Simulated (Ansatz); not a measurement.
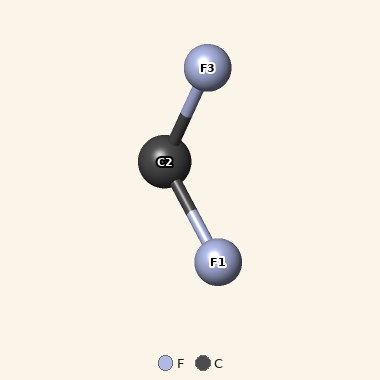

The system is CF₂ (SMILES F[C]F) with the probe Cl-; the picture shows it without the atoms that are moved over the map. 
- The probe is moved over the plane through the molecule's long axis and the normal of its main plane.
- Coordinates scanned: (1) x of the probe's Cl atom; (2) z of the probe's Cl atom.
- Nothing is relaxed (molecule and probe rigid).
- The scan uses a 17 × 13 grid; 49 points were computed and 131 follow by symmetry. At 41 points there is no value (left out of the scan, as a rule where atoms come close).
- Energies are in eV, from the lowest grid point.
- Computed with RKS wB97X-V/def2-SVPD in Ansatz.

Range: x of the probe's Cl atom from −4.16 to 4.16 Å; z of the probe's Cl atom from −3.12 to 3.12 Å.

> What landscape does the calculation give?

The lowest grid point is at x of the probe's Cl atom = 0.00 Å, z of the probe's Cl atom = −3.12 Å [nearest 1 C at 3.16 Å]. On the interpolated surface the minimum lies inside the range, at about x of the probe's Cl atom = −0.06 Å, z of the probe's Cl atom = −2.94 Å. The highest grid point, x of the probe's Cl atom = −2.08 Å, z of the probe's Cl atom = −1.04 Å [nearest 1 F at 1.50 Å], lies 10.6 eV above the lowest.

| z of the probe's Cl atom ↓, x of the probe's Cl atom → | −4.16 | −3.12 | −2.08 | −1.04 | 0.00 | 1.04 | 2.08 | 3.12 | 4.16 |
| --- | --- | --- | --- | --- | --- | --- | --- | --- | --- |
| 3.12 | 0.3 | 0.2 | 0.2 | 0.1 | 0.0 | 0.1 | 0.2 | 0.2 | 0.3 |
| 2.60 | 0.3 | 0.2 | 0.2 | 0.2 | 0.0 | 0.2 | 0.2 | 0.2 | 0.3 |
| 2.08 | 0.3 | 0.3 | 0.9 | 1.8 | 1.0 | 1.8 | 0.9 | 0.3 | 0.3 |
| 1.56 | 0.3 | 0.5 | 3.5 | 9.2 | 6.0 | 9.2 | 3.5 | 0.5 | 0.3 |
| 1.04 | 0.3 | 0.9 | 10.6 | – | – | – | 10.6 | 0.9 | 0.3 |
| 0.52 | 0.3 | 1.5 | – | – | – | – | – | 1.5 | 0.3 |
| 0.00 | 0.3 | 1.9 | – | – | – | – | – | 1.9 | 0.3 |
| −0.52 | 0.3 | 1.5 | – | – | – | – | – | 1.5 | 0.3 |
| −1.04 | 0.3 | 0.9 | 10.6 | – | – | – | 10.6 | 0.9 | 0.3 |
| −1.56 | 0.3 | 0.5 | 3.5 | 9.2 | 6.0 | 9.2 | 3.5 | 0.5 | 0.3 |
| −2.08 | 0.3 | 0.3 | 0.9 | 1.8 | 1.0 | 1.8 | 0.9 | 0.3 | 0.3 |
| −2.60 | 0.3 | 0.2 | 0.2 | 0.2 | 0.0 | 0.2 | 0.2 | 0.2 | 0.3 |
| −3.12 | 0.3 | 0.2 | 0.2 | 0.1 | 0.0 | 0.1 | 0.2 | 0.2 | 0.3 |

The table holds every second grid line.

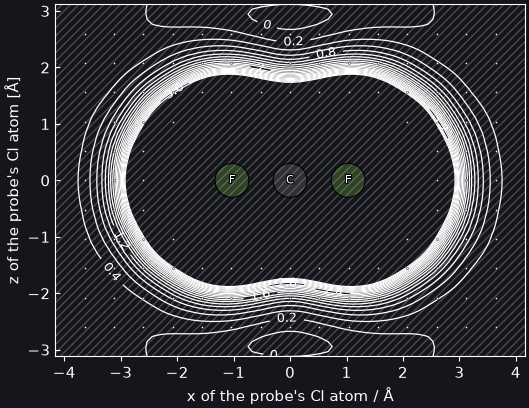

The picture shows contour lines labelled in eV (none above 3.8), dots at the grid points, labelled circles for the molecule's atoms, projected on the plane, hatched blanks where no value was computed. Between grid points the surface is interpolated.

Each point was launched as `ansatz run input.yaml --threads 1 --pin off --max-ram 2560MiB --backend cpu --events-out ev --progress --plain --runs-dir out`. Time for the 49 points that were run: 6.2 min on 1 thread of Arm Neoverse V2, with other jobs on the host.
